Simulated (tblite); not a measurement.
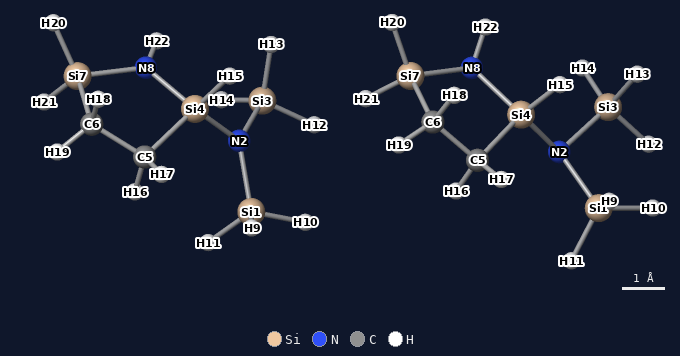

Two geometries of C$_{2}$H$_{14}$N$_{2}$Si$_{4}$, drawn at one scale. One is the start of a relaxation, the other its converged end. Style: ball-and-stick. Shown at a tilt.

All numbers below come from GFN2-xTB geometry optimisation, gas phase in tblite 0.8.0. 

### Which one is relaxed?

The left one is the relaxed one. H13 moves most after the best rigid fit: 1.09 Å. By element the largest moves are H 1.09 Å, N 0.76 Å, Si 0.57 Å, C 0.31 Å. Near-neighbour distances that change, for instance: Si1–N2 1.797 → 1.740 Å, Si4–N8 1.787 → 1.731 Å, Si7–N8 1.777 → 1.730 Å, N2–Si3 1.782 → 1.737 Å. Among the angles between lasting bonds that change: Si1–N2–Si3 106.1° → 121.7°, Si7–N8–H22 108.0° → 121.4°, Si4–N8–Si7 105.7° → 117.3°. The energy falls by 99.4 kJ/mol in 162 geometry steps.
